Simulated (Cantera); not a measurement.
A closed system holds: 1 mol C6H6, 0.082 mol NH3, held at 90.0 bar.

Equilibrium computed with Cantera from the NASA thermochemical tables; the gas is ideal and each condensed phase is pure. Candidate condensed phases: C, C6H6, C7H8, C8H18; 92 gas species. The ideal-gas law is rough above about 30 bar. Rates play no part.

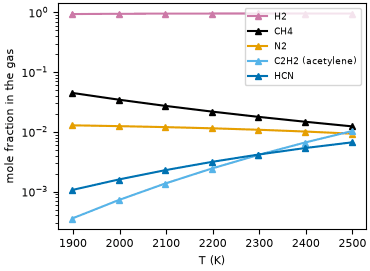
Figure. Equilibrium gas composition (values under 1e-9 drawn at 1e-9)

From 1898 K to 2498 K the condensed part is C(graphite). The main C-bearing gas is CH4 at 1898 K and C2H2 (acetylene) at 2498 K.
